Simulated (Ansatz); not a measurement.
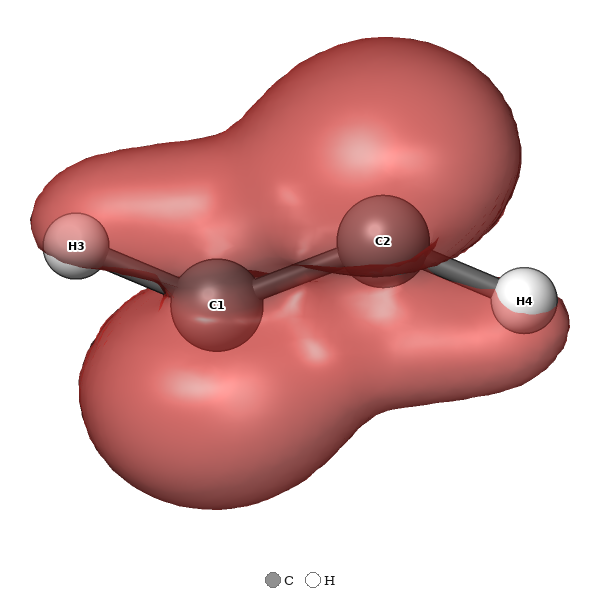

*C2H2 (triplet). Isosurfaces of the spin density at +0.04 (red) and −0.04 e/Å³ (blue), seen at a tilt.*

Geometry: PBE-D4/def2-TZVP.

Method: Ansatz, UKS PBE0-D4/def2-TZVP.

| atom | x (Å) | y (Å) | z (Å) |
| --- | --- | --- | --- |
| C | 0.1722 | -0.1900 | -0.6161 |
| C | -0.1721 | 0.1900 | 0.6161 |
| H | -0.4119 | -0.5687 | -1.4588 |
| H | 0.4118 | 0.5687 | 1.4589 |

Question: Describe the spin distribution.

Answer: The unpaired spin (2 electrons) lies mostly on C1 (about 0.9), C2 (about 0.9), H3 (about 0.1) and H4 (about 0.1), in electrons by Hirshfeld's partition. Only one sign reaches the isovalue.
